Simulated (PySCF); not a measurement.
Ga(Me)2(SeH), SMILES [CH3][Ga]([CH3])[SeH] (C2H7GaSe) at its PBE0/def2-SVP optimised geometry (Å):

```
11

Ga    -0.0037     0.1997     0.0000
C      1.9619     0.1997     0.0000
H      2.3810     1.2156    -0.0052
H      2.3385    -0.3396    -0.8840
H      2.3383    -0.3301     0.8899
C     -1.1815    -1.3764     0.0042
H     -1.8629    -1.3467    -0.8604
H     -1.8039    -1.3807     0.9130
H     -0.6099    -2.3156    -0.0316
Se    -1.0113     2.3156     0.0000
H     -2.3810     1.7784    -0.0010
```

Calculation: PBE0/def2-TZVP in PySCF 2.14.0.

Map of the electrostatic potential (hartree/e), clipped to [-0.08, 0.12] on the plane z = 1.2 Å:

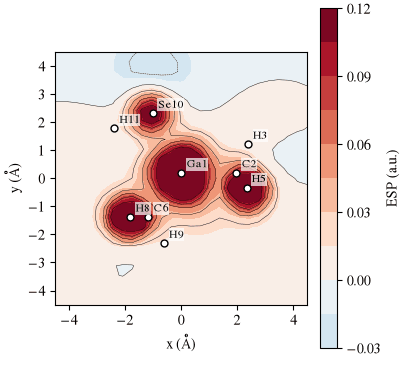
Figure: Electrostatic potential (hartree/e), clipped to [-0.08, 0.12] on the plane z = 1.2 Å.
